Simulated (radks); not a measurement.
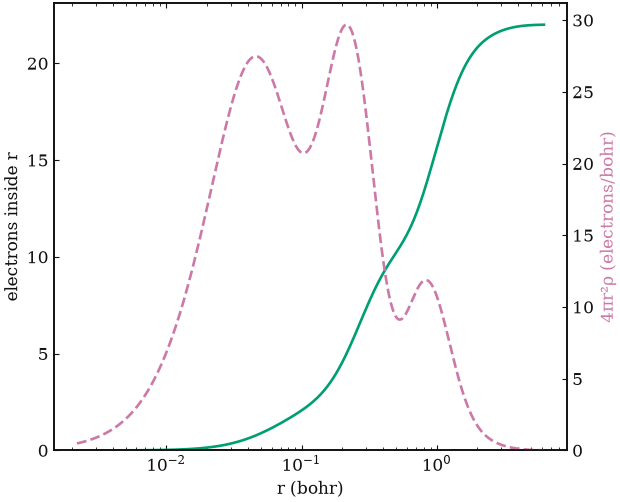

The vanadium ion V⁺; electrons: [Ar] 3d4 (3d3/2: 4). Computed with the in-house radial solver radks: Dirac Kohn-Sham, PBE, spin-unpolarised, spherical densities, finite nucleus.

```
Z 23
configuration [Ar] 3d4
relativity Dirac
functional pbe,pbe
spin unpolarised
j_filling energy
nucleus finite rms 3.6002 fm
c 137.035999084
```

The plot shows the number of electrons inside radius r (solid) and the radial density 4πr²ρ (dashed).

Describe it and give its main numbers.

Answer. The count levels off at 22 electrons. Half of them lie within 0.585 bohr, 90 % within 1.60 bohr and 99 % within 3.31 bohr. The radial density has minima at 0.103 and 0.532 bohr, where the count stands at 2.1 and 10.5; these part the shells that the density resolves.
